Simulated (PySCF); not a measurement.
C$_{5}$H$_{6}$Cl$_{2}$O (SMILES ClC(Cl)[C@H]1C=CCO1)

Input file:

```
{"job": {"kind": "nmr", "xc": "PBE0", "basis": "pcSseg-1"}, "charge": 0, "multiplicity": 1}
Cl     1.273275     1.831031     0.764128
C      1.703115     0.503449    -0.329593
Cl     3.105504    -0.367816     0.312558
C      0.518554    -0.463592    -0.512699
C     -0.101371    -0.863900     0.795930
C     -1.323900    -0.369380     0.864824
C     -1.639124     0.376055    -0.392881
O     -0.511900     0.171967    -1.238449
H      1.986211     0.947694    -1.285747
H      0.890335    -1.320916    -1.093146
H      0.438028    -1.434003     1.526487
H     -2.027617    -0.450456     1.670713
H     -2.529678    -0.009196    -0.902353
H     -1.782109     1.448589    -0.201938
```

Launched as:

```sh
OMP_NUM_THREADS=1 python probes_run.py task.json out
```

Geometry: GFN2-xTB.

Method: PBE0/pcSseg-1, SCF density, gas phase, non-relativistic in PySCF.

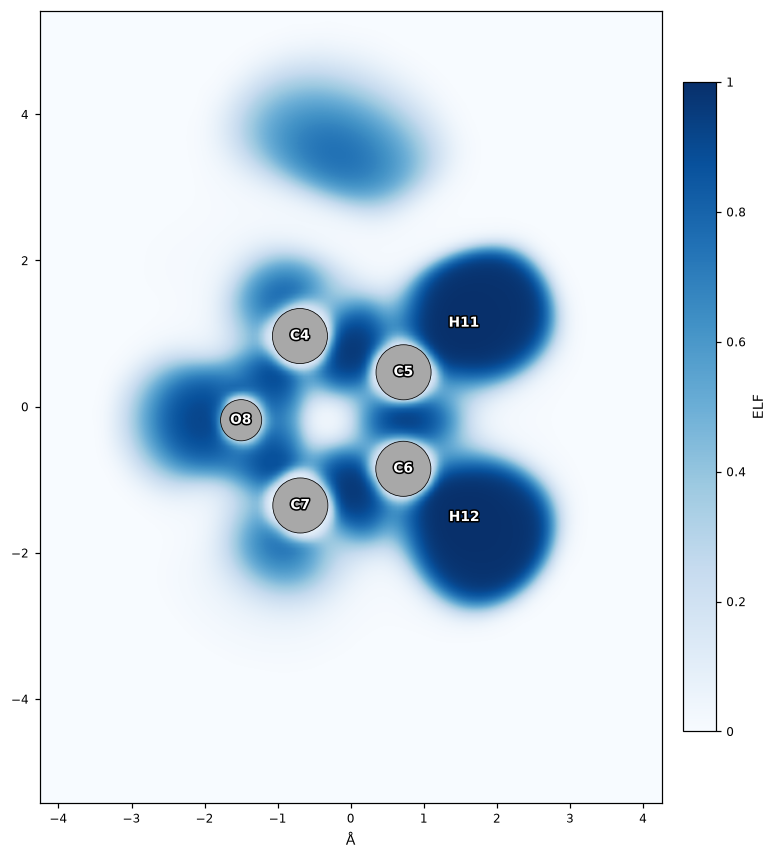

Figure 1. Electron localisation function on the plane of atoms C7, C6 and H12. Grey discs cover the atomic cores.

Q: What do the fields say about this system?

A:
- The plane passes through C, O and H nuclei.
- C–C (1.32 Å): the ELF peaks at about 0.90 between the atoms (a short, multiple covalent bond).
- C–O (1.41 Å): the ELF peaks at about 0.90 between the atoms: a shared but strongly polarised pair.
- C–H (1.07 Å): the ELF climbs to about 1 towards the hydrogen, as it does in any bond to H (an ordinary covalent bond to hydrogen).
- C–C (1.50 Å): the ELF peaks at about 0.95 between the atoms (localised, covalent bonding).
- The ELF also peaks beside O8, away from the bonds: lone-pair regions.

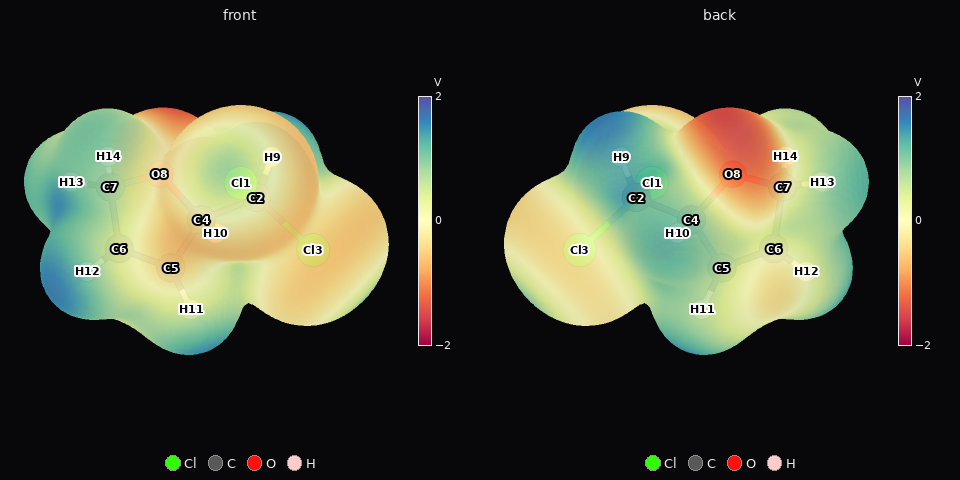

Figure 2. The electrostatic potential painted on the density surface at 0.004 e/bohr³, seen from the front and from behind; the colour scale runs from red (negative) to blue (positive).

Q: Which sites attract a positive test charge, and which a negative one?

A: A positive charge is drawn to the negative regions and a negative charge to the positive ones. The most negative region (about −1.5 V) lies over O8, the most positive (about +1.6 V) over H9 and H12. Cl1 shows a σ-hole: about +0.8 V at the tip opposite its bond, against about −0.3 V on its flanks. Cl3 shows a σ-hole: about +0.9 V at the tip opposite its bond, against about −0.3 V on its flanks. O8 is the likeliest acceptor of a hydrogen bond.
